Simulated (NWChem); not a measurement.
**CHCl2F (dichlorofluoromethane): SVWN5/6-31G(d) (spherical functions)**

Wanted: a single-point energy of CHCl2F (dichlorofluoromethane). 

Program for the calculation: NWChem 7.3.0.

6 further runs of the same task are left out: 2 that didn't finish, 4 set aside as unsound or not needed.

## Step 1: The structure to begin with

The species is CHCl2F (5 atoms), meant as a singlet with charge 0. As SMILES, `FC(Cl)Cl`. The coordinates come from a PBE0-D4/def2-TZVP relaxation.

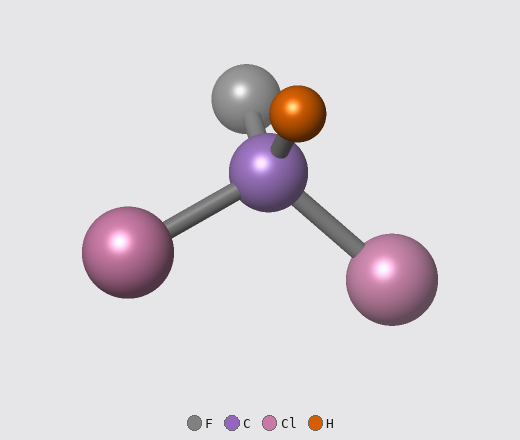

The structure, seen from a chosen angle (fluorine grey, carbon purple, chlorine pink, hydrogen orange).

## Step 2: The energy at SVWN5/6-31G(d) (spherical functions)

test.nw

```
start test
title "CHCl2F SVWN5"
memory 2200 mb
geometry units angstroms noautosym nocenter noautoz
  F     -0.590600     0.132500     1.230400
  C      0.006400     0.099400     0.030700
  Cl     1.459900    -0.886800     0.126900
  Cl    -1.120400    -0.525200    -1.167100
  H      0.294600     1.106400    -0.262500
end
basis spherical bse
  * library 6-31G*
end
dft
  xc slater vwn_5
  mult 1
  grid fine
  convergence energy 1e-10
  maxiter 100
  mulliken
  print low
end
task dft energy
```

Command:

```
nwchem test.nw > test.out
```

Output:

```text
[...]
 d= 0,ls=0.0,diis     1  -1054.7639392898 -1.27D+03  3.11D-02  1.69D+00     1.3
[...]
 d= 0,ls=0.0,diis    12  -1054.9354033166  6.37D-12  2.05D-08  5.70D-12     8.2
         Total DFT energy =    -1054.935403316624
      One electron energy =    -1883.357267243939
           Coulomb energy =      685.252967465338
    Exchange-Corr. energy =      -68.785379414722
 Nuclear repulsion energy =      211.954275876699
[...]
      Total Density - Mulliken Population Analysis
     ---------------------------------------------
    Atom       Charge   Shell Charges
 -----------   ------   -------------------------------------------------------
    1 F    9     9.20   2.00  0.93  3.29  1.03  1.94  0.02
    2 C    6     6.10   2.00  0.68  1.93  0.59  0.80  0.10
    3 Cl  17    16.97   2.00  2.00  5.97  1.43  3.60  0.51  1.44  0.03
    4 Cl  17    16.97   2.00  2.00  5.97  1.43  3.60  0.51  1.44  0.03
    5 H    1     0.75   0.50  0.24
[...]
```

Run time: 9 s. Hardware: 1 thread of Intel Xeon 6975P-C (Granite Rapids), shared host; peak memory 0.11 GiB.

## Step 3: What came out

At SVWN5/6-31G* (spherical functions):

| quantity | value |
| --- | --- |
| total energy | -1054.93540 Eh |
